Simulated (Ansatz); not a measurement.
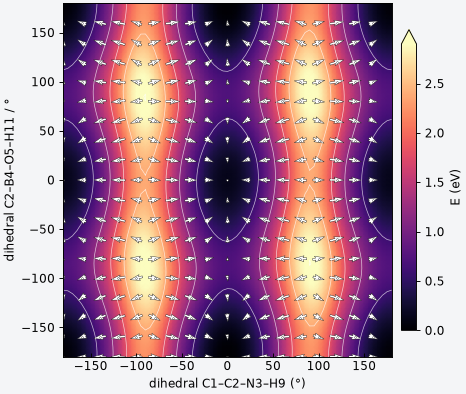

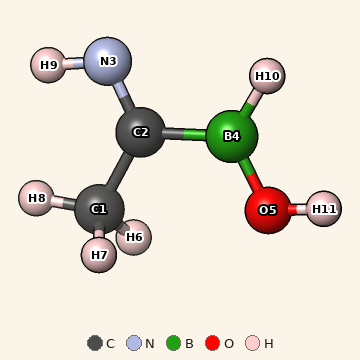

Energy landscape of C2H6BNO, SMILES CC(=N)BO. The first coordinate is: dihedral C1–C2–N3–H9; the second: dihedral C2–B4–O5–H11. Nothing is relaxed (all other coordinates rigid). The grid has 18 × 18 points. Points are written as (first, second). Energies are in eV, from the lowest grid point. The dihedral twists a double bond; near 90° a spin-restricted reference is unreliable. Level of theory: RKS r2SCAN-D4/def2-SVP in Ansatz.

The picture shows a smooth colour map with a few white contour lines, dots at the grid points, arrows along the force (downhill), their lengths compressed, one colour for all values above the top of the scale. Between grid points the surface is interpolated. The second picture is the structure at the lowest point.

> Summarise what can be read from the map.

The lowest grid point is at (0°, −180°). Higher local minima lie near (−180°, −180°) (0.034 eV above the lowest at that grid point); (0°, 0°) (0.14 eV above the lowest at that grid point); (−180°, 0°) (0.14 eV above the lowest at that grid point). The highest grid point, (100°, −80°), lies 2.90 eV above the lowest. On the interpolated surface the easiest way out of the lowest well to the well at (0°, 0°) passes a barrier of about 0.72 eV. Round the minimum the two coordinates are weakly coupled (coupling −0.07 in units of the two stiffnesses).

Grid values (eV):

```tsv
dihedral C2–B4–O5–H11 ↓, dihedral C1–C2–N3–H9 →	−160	−120	−80	−40	0	40	80	120	160
140	0.47	1.72	2.30	0.85	0.26	0.94	2.43	1.63	0.44
100	0.88	2.13	2.76	1.28	0.68	1.34	2.84	2.06	0.86
60	0.75	1.98	2.74	1.24	0.58	1.18	2.65	2.00	0.76
20	0.37	1.60	2.34	0.86	0.20	0.82	2.28	1.62	0.38
−20	0.38	1.62	2.28	0.82	0.20	0.86	2.34	1.60	0.37
−60	0.76	2.00	2.65	1.18	0.58	1.24	2.74	1.98	0.75
−100	0.85	2.06	2.84	1.34	0.68	1.28	2.75	2.13	0.88
−140	0.44	1.63	2.43	0.94	0.26	0.85	2.30	1.72	0.47
−180	0.20	1.42	2.11	0.64	0.00	0.64	2.11	1.42	0.20
```

The table holds every second grid line.

The whole map (324 points run) took 35 min on 1 thread of Arm Neoverse V1 (shared host).
